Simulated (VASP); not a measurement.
Band structure of SrCl₂ (fluorite). All values below come from PBE GGA, VASP's PBE PAW potentials (set 64) (plane waves; VASP 6.6.1).

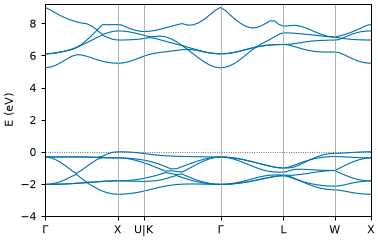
Figure: Bands along high-symmetry lines, zero at the valence-band maximum or, without a gap, the Fermi level

Question: Read the plot: is there a gap, and where are the band edges?

Answer: The gap is indirect, 5.23 eV, from the valence maximum at X to the conduction minimum at Γ. (Edges off the drawn lines would not show.)

Measured: gap 7.50 eV (computed value off by -2.27 eV), as given by Andrés Aguado et al., Journal of the Physical Society of Japan (1999), arXiv:cond-mat/9901145.

The compound is SrCl2 in the fluorite structure. It was relaxed first.
